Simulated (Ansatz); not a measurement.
# C2H4S (SMILES C1CS1) at HF/STO-3G

Aim: the electronic atomisation energy of C2H4S at HF/STO-3G, from 4 runs. 

The calculation is run with Ansatz 0.2.0.

45 further runs of the same task are left out: 45 set aside as unsound or not needed.

## 1. Starting point

The species is C2H4S (7 atoms), meant as a singlet with charge 0. As SMILES, `C1CS1`. The coordinates come from a PBE0-D4/def2-TZVP relaxation.

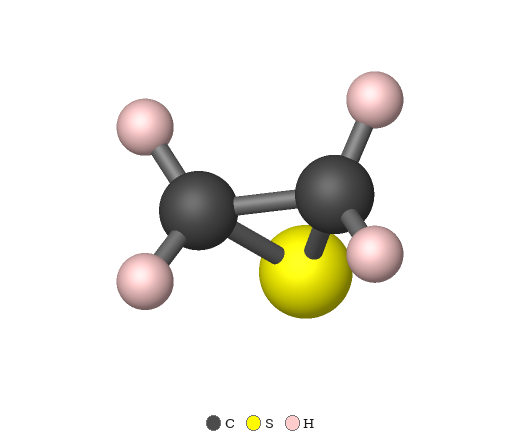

Viewed from a chosen angle; carbon dark grey, sulfur yellow, hydrogen pink.

## 2. The energy at HF/STO-3G

The input, input.yaml:

```yaml
crystal:
  periodic: [false, false, false]
  atoms:
    - {symbol: C, position_ang: [-0.515770, 0.123480, -0.520180]}
    - {symbol: C, position_ang: [0.600760, -0.036080, 0.435470]}
    - {symbol: S, position_ang: [-0.898110, -0.923600, 0.895080]}
    - {symbol: H, position_ang: [-0.448740, -0.388430, -1.473330]}
    - {symbol: H, position_ang: [-1.032050, 1.076250, -0.547280]}
    - {symbol: H, position_ang: [0.855300, 0.806520, 1.068140]}
    - {symbol: H, position_ang: [1.438610, -0.658150, 0.142080]}
basis:
  gaussian: {orbitals: STO-3G}
output: {orbitals: {seedname: orbitals}}
accuracy: high
hamiltonian: {xc: hf}
```

On the command line:

```
$ ansatz run input.yaml --threads 1 --pin off --max-ram 3480MiB --events-out events.jsonl --progress --plain --runs-dir runs
```

The log of the run:

```text
Warning: RAYON_NUM_THREADS=1 ignored (pool sized by the plan → 1); use --threads N
Functional definition: HF
  name "HF"
  exchange = exact_x
  correlation = 0
439 factors; integrals over basis functions are off by at most 1.5e-8 eV
mean field evaluation 1: about -12795.0133 eV, gradient 2.0e1 eV
mean field evaluation 2: about -12795.1336 eV, gradient 2.0e1 eV
mean field evaluation 4: about -12796.8125 eV, gradient 1.2e0 eV
mean field evaluation 8: about -12796.8191 eV, gradient 1.5e-6 eV
mean field -12796.81905092 eV, -470.2744261257 hartree, gradient 5.7e-8 eV, S^2 0.000000; 0 other end points of the search recorded, 0 dependent functions left out
reference -12796.81905092 eV, -470.2744261257 hartree; 16, 16 occupied and 7, 7 virtual orbitals, 439 factors
Total energy: -12796.81905092 eV, -470.2744261257 hartree
```

It took 0.12 s on 1 thread of Arm Neoverse V2, shared host.

## 3. The C atom, same level

The input, molecule.yaml:

```yaml
basis:
  gaussian:
    orbitals: STO-3G
crystal:
  periodic: [false, false, false]
  atoms:
    - {symbol: C, position_ang: [0.000000, 0.000000, 0.000000]}
magnetization:
  spin_polarized: true
  initial_magnetization: 2
hamiltonian:
  xc: hf
accuracy: high
```

On the command line:

```
$ ansatz run molecule.yaml --threads 1 --pin off --max-ram 3480MiB --events-out events.jsonl --progress --plain --runs-dir runs
```

The log of the run:

```text
Warning: RAYON_NUM_THREADS=1 ignored (pool sized by the plan → 1); use --threads N
[... 4 set-up lines as earlier in the session ...]
15 factors; integrals over basis functions are off by at most 9.8e-10 eV
mean field evaluation 1: about -1012.2198 eV, gradient 0.0e0 eV
mean field evaluation 2: about -1012.2198 eV, gradient 0.0e0 eV
mean field -1012.21982732 eV, -37.1983925466 hartree, gradient 0.0e0 eV, S^2 2.000000; 2 other end points of the search recorded, 0 dependent functions left out
reference -1012.21982732 eV, -37.1983925466 hartree; 4, 2 occupied and 1, 3 virtual orbitals, 15 factors
Total energy: -1012.21982732 eV, -37.1983925466 hartree
```

Run time: 0.04 s. Hardware: 1 thread of Arm Neoverse V2, shared host.

## 4. The H atom

The input, input.yaml:

```yaml
crystal:
  periodic: [false, false, false]
  atoms:
    - {symbol: H, position_ang: [0.000000, 0.000000, 0.000000]}
basis:
  gaussian: {orbitals: STO-3G}
magnetization: {spin_polarized: true, initial_magnetization: 1}
hamiltonian: {xc: hf}
accuracy: high
```

Run the same way, it converges to -0.46658 Eh (log not shown).

## 5. The S atom at the same level

The input, molecule.yaml:

```yaml
crystal:
  periodic: [false, false, false]
  atoms:
    - symbol: S
      position_ang: [0.000000, 0.000000, 0.000000]
basis:
  gaussian:
    orbitals: STO-3G
magnetization:
  spin_polarized: true
  initial_magnetization: 2
hamiltonian:
  xc: hf
accuracy: high
```

Run the same way, it converges to -393.13022 Eh (log not shown).

## 6. Summary of results

At HF/STO-3G:

| quantity | value |
| --- | --- |
| molecule: total energy | -470.27443 Eh |
| molecule: HOMO energy | -6.80 eV |
| molecule: LUMO energy | 9.62 eV |
| molecule: HOMO–LUMO gap | 16.42 eV |
| C atom: total energy | -37.19839 Eh |
| C atom: ⟨S²⟩ | 2.000 |
| H atom: total energy | -0.46658 Eh |
| H atom: ⟨S²⟩ | 0.750 |
| S atom: total energy | -393.13022 Eh |
| S atom: ⟨S²⟩ | 2.000 |
| electronic atomisation energy | 23.976 eV |

What this shows: Taking the molecule apart into free atoms costs 23.98 eV (2313 kJ/mol), before zero-point energy and without spin-orbit coupling. Hartree–Fock lacks the correlation of the bonding pairs, which as a rule makes this value much too low; in minimal bases other errors can mask that. In a minimal basis such a difference can be off by several eV, whatever the method.
